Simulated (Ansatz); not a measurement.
Fields on a plane of Na (bcc, W type)

```yaml
crystal:
  lattice:
    - [-2.09826, 2.09826, 2.09826]
    - [2.09826, -2.09826, 2.09826]
    - [2.09826, 2.09826, -2.09826]
  atoms:
    - { symbol: Na, position: [0.00000, 0.00000, 0.00000] }
```

The slice is a {211} plane (indices of the conventional cell) through the point (0.000, 0.000, 0.000) (fractional), spanned by u = [111] and v = [1 0 -1] in vectors of this cell: u (3.63 Å) and v (5.93 Å, at 90° to u). It covers one period; positions are fractions (u, v).

Atoms on it: Na at (0.00, 0.00).

Method: PBE (plane waves to 420 eV, PAW, scalar-relativistic; Ansatz, an electronic-structure program). k mesh 16×16×16. These are valence fields of a PAW run, semicore shells included where kept as valence: close to a nucleus they are smooth pseudo fields. Na was relaxed with its symmetry unable to fall.

```tsv
v \ u	0.00	0.08	0.17	0.25	0.33	0.42	0.50	0.58	0.67	0.75	0.83	0.92
0.90	x	x	x	-1.3	1.1	2.3	2.7	2.3	1.1	-1.3	x	x
0.75	1.9	2.0	2.3	2.8	3.1	3.4	3.4	3.4	3.1	2.8	2.3	2.0
0.60	3.4	3.3	3.2	3.0	2.8	2.7	2.7	2.7	2.8	3.0	3.2	3.3
0.45	3.3	3.3	3.1	2.8	2.6	2.5	2.4	2.5	2.6	2.8	3.1	3.3
0.30	2.8	2.9	3.0	3.1	3.2	3.3	3.3	3.3	3.2	3.1	3.0	2.9
0.15	x	x	-1.4	0.6	2.0	2.8	3.1	2.8	2.0	0.6	-1.4	x
0.00	x	x	x	x	0.0	1.8	2.3	1.8	0.0	x	x	x
```

Values: electrostatic potential energy of an electron, from the cell's mean, in eV. Points within 1 Å of a nucleus are blanked (x), as the pseudised field means little there. The zero, the cell's mean, hangs on the PAW cores.

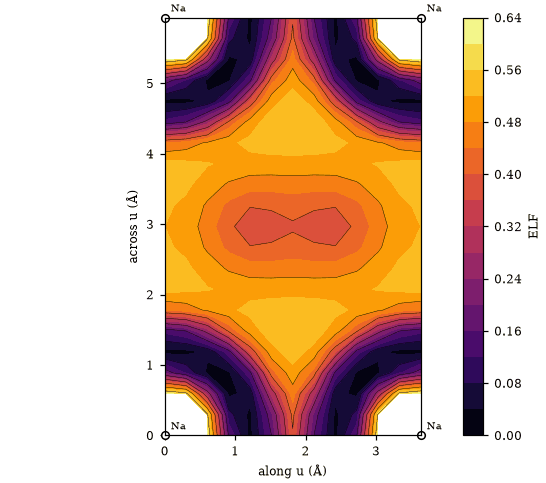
Electron localisation function (ELF), one period of the plane, atoms marked. Points within 0.5 Å of a nucleus are left white, as the pseudised field means little there.
